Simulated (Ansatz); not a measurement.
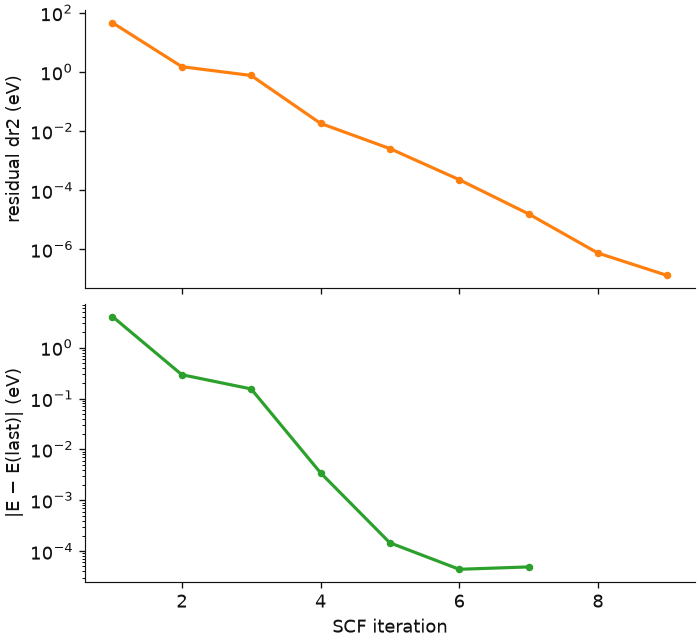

The plot shows the SCF iterations of a calculation: density residual dr2, distance of the Harris–Foulkes energy from its last value. Energy differences below 3 × 10⁻⁶ eV aren't drawn.

Si3Ge2Pt (6 atoms in the cell), run with Ansatz.

```
crystal:
  lattice:
    - [4.7761809325, 0.0, 0.0]
    - [-2.3880904662, 4.1362940206, 0.0]
    - [0.0, 0.0, 5.5707656354]
  atoms:
    - { symbol: Si, position: [0.5, 0.0, 0.5] }
    - { symbol: Si, position: [0.0, 0.5, 0.5] }
    - { symbol: Si, position: [0.5, 0.5, 0.5] }
    - { symbol: Ge, position: [0.3333333333, 0.6666666667, 0.0] }
    - { symbol: Ge, position: [0.6666666667, 0.3333333333, 0.0] }
    - { symbol: Pt, position: [0.0, 0.0, 0.0] }
basis:
  ecutwfc: 420
kpoints:
  mp_grid: { grid: [12, 12, 8] }
hamiltonian:
  xc: pbe
  pseudopotentials: { kind: paw_fr }
scf:
  occupations: { method: gaussian, width: 0.1 }
output:
  forces: true
  eigenvalues: true
  stress: true
magnetization:
  noncollinear: true
  spin_orbit: true
```

Command:
```bash
ansatz run input.yaml --threads 1 --pin off --max-ram 2560MiB --backend cpu --events-out ev --progress --plain --runs-dir out
```

Was self-consistency reached?

Answer. It was still iterating, at step 9, when the time limit ended it. The residual is still falling at the last step (down to 1.3 × 10⁻⁷).

Read the residual at the first and at the last step drawn.

Answer. It starts near 50 and ends near 10⁻⁷ eV.
